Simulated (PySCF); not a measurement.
## A study: C10H8, SMILES `C1=CC2=CC=CC=CC2=C1`

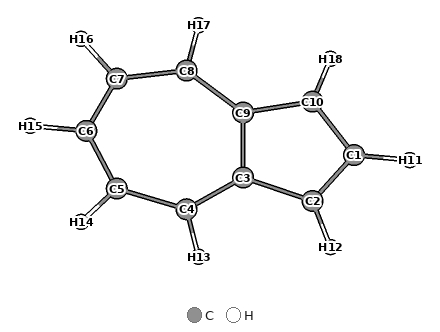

The molecule, with its atoms numbered as below. No frequency check shows the geometry to be a minimum.

Geometry (Å), atoms numbered from 1:

```
C1      -2.6893    0.0000    0.0000
C2      -1.8866    1.1368    0.0000
C3      -0.5467    0.7436    0.0000
C4       0.5474    1.5877    0.0000
C5       1.8950    1.2576    0.0000
C6       2.4825    0.0000    0.0000
C7       1.8950   -1.2576    0.0000
C8       0.5474   -1.5877    0.0000
C9      -0.5467   -0.7436    0.0000
C10     -1.8866   -1.1368    0.0000
H11     -3.7656   -0.0001    0.0000
H12     -2.2339    2.1539    0.0000
H13      0.3158    2.6478    0.0000
H14      2.5836    2.0940    0.0000
H15      3.5669   -0.0001    0.0000
H16      2.5836   -2.0940    0.0000
H17      0.3158   -2.6478    0.0000
H18     -2.2339   -2.1539    0.0000
```

## 1. Excited states

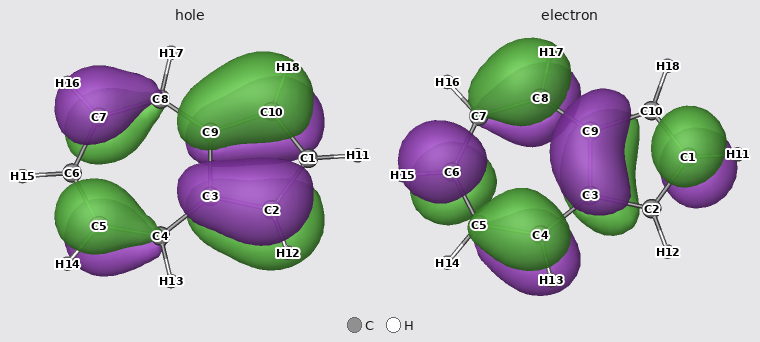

Leading natural transition orbital pair of S₁ (TDA singlet states); the surfaces enclose about 85 % of each orbital's density.

PySCF calculation, M06-2X/6-31G*, gas phase; geometry: GFN2-xTB. Without diffuse functions Rydberg states are missing, so the states' numbers hold for this basis only.

> Characterise the state.

2.58 eV (481 nm), f = 0.015, π → π*; the leading pair carries 95 %; hole on C2 and C10 (21 % each), C3 and C9 (11 % each) and C5 and C7 (9 % each), electron on C4, C6 and C8 (14 % each), C3 and C9 (11 % each) and C1 (10 %); their centroids lie 0.9 Å apart. In canonical orbitals it is mainly HOMO → LUMO (94 %). The HOMO–LUMO gap is 5.31 eV.

## 2. Removing or adding an electron

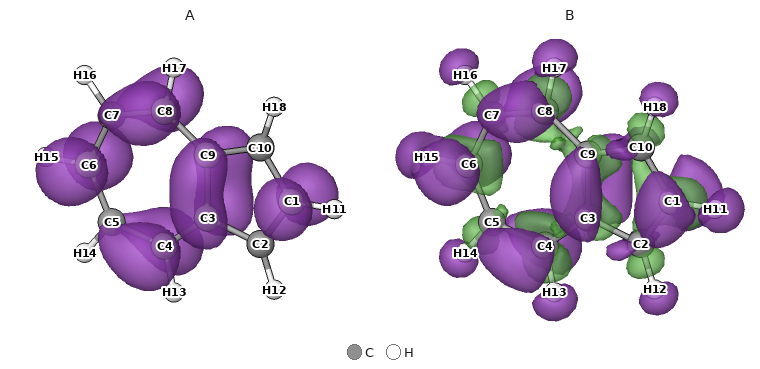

The Fukui function f⁺ from two separate SCF calculations and the density of the LUMO, at ±0.015 e/Å³ (purple positive, green negative).

Level of theory: B3LYP/cc-pVDZ (PySCF), at a geometry from GFN2-xTB.

> Which panel is which, and how good is the frozen-orbital picture?

B is f⁺ (it has negative regions), A the LUMO density. The LUMO lies on C6 (17 %), C4 and C8 (14 % each) and C1, C3 and C9 (11 % each); f⁺ (Hirshfeld-condensed) is largest on C6 (0.10), C1 (0.09) and C4 and C8 (0.08 each); the vertical electron affinity is 0.18 eV (the stability of the anion's solution wasn't checked; the anion's highest orbital has positive energy, so this value and f⁺ depend on the basis). Relaxation shifts 31 % of the electron between atoms. The orbital energy is −2.01 eV.

## 3. Localised orbitals

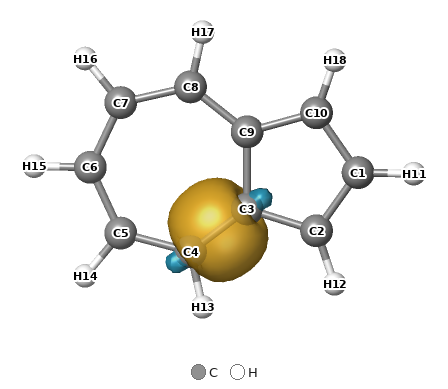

Intrinsic bond orbitals (IBO), occupied; each surface holds about 85 % of the orbital's density. Energies are diagonal elements of the Fock matrix.

Method: ωB97X/6-311G**; geometry: GFN2-xTB; program: PySCF.

> What does this orbital represent?

σ bond C4–C3 (C4 50 %, C3 49 %; −20.0 eV).

> How do all the valence pairs divide up?

24 pairs: 19 σ bonds and 5 delocalised π orbitals.
